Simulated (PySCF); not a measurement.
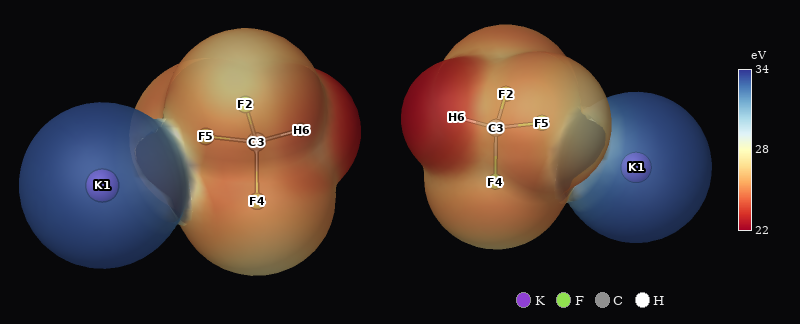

Figure 1: CHF3K, charge +1, SMILES `[K+].FC(F)F`. Average local ionisation energy on the surface of electron density 0.001 a.u. (back view left, front view right).

Level of theory: HF/def2-SVPD (PySCF), at a geometry from GFN2-xTB. The pair's geometry is semi-empirical, so its contact may be too short or too long. GFN2-xTB bond lengths at metals and heavier atoms can be off by up to 0.1 Å and shapes distorted, which carries into these values.

The calculation's input:

```python
import numpy as np
from pyscf import gto, scf, dft
from pyscf.scf import atom_ks, atom_hf
from scipy.linalg import block_diag

def solve(mol, dm0=None, hcore=None):
    mf = scf.UHF(mol) if mol.spin else scf.RHF(mol)
    mf = mf.density_fit(auxbasis='def2-universal-jkfit')
    mf.conv_tol, mf.max_cycle = 1e-8, 80
    if hcore is not None:
        mf.get_hcore = lambda *args: hcore
    mf.kernel(dm0)
    if not mf.converged:
        mf = mf.newton().run(mf.mo_coeff, mf.mo_occ, max_cycle=30)
    assert mf.converged, 'SCF not converged'
    return mf

mol = gto.M(atom='''
K      2.21584    -0.00134     0.00000
F     -1.09993     1.17185    -0.39381
C     -1.60417    -0.00362    -0.00003
F     -1.10477    -0.92343    -0.81590
F     -1.10320    -0.24133     1.20972
H     -2.70469    -0.01647     0.00006
''', basis='def2-svpd', charge=1, spin=0, verbose=4)
mf = solve(mol)
mf.analyze()
# spherically averaged free atoms, for the promolecule
atm = scf.atom_hf.get_atm_nrhf(mol)
pro = block_diag(*[(atm[a[0]][2] * atm[a[0]][3]) @ atm[a[0]][2].T for a in mol._atom])
np.savez('result.npz', e=mf.e_tot, c=mf.mo_coeff, occ=mf.mo_occ, eps=mf.mo_energy, pro=pro, dip=mf.dip_moment(verbose=0), s2=mf.spin_square()[0])
```

Command:

```sh
OMP_NUM_THREADS=1 python input.py
```

The run took 2.1 s on 1 thread of Arm Neoverse V2, on a shared host, peak memory 0.32 GiB.

Partitions, critical points and surface values were worked out afterwards from this run's density.

Locate the minima of the map.

Answer. The lowest value is 22.4 eV, 1.3 Å from H6. Further minima include 24.8 eV, 1.6 Å from F2; 24.8 eV, 1.7 Å from F2, and at like points elsewhere. For comparison, the highest occupied orbital lies at −20.4 eV.
